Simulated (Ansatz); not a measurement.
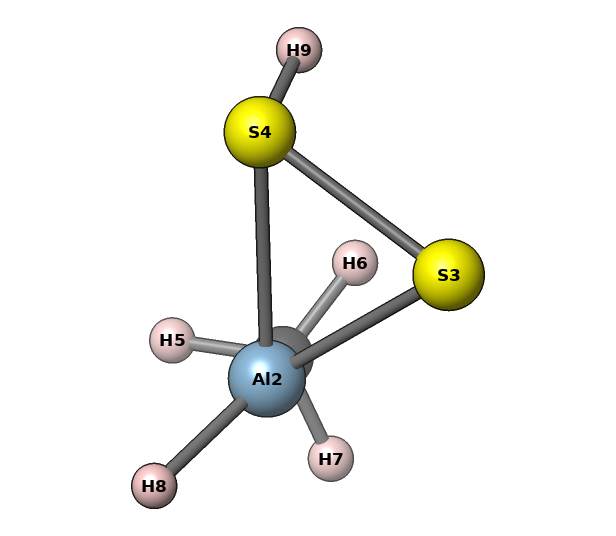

C1 lies behind Al2. The molecule seen nearly along the Al2–C1 bond, Al2 in front. Distant atoms are faded towards the background colour. The geometry was computed by an optimisation with PBE-D4/def2-SVP. No frequency run is at hand to confirm it as a minimum.

**What is the torsion angle S4–Al2–C1–H5? The sign is positive where the front bond must turn clockwise to cover the back bond.**

−84°, about perpendicular.
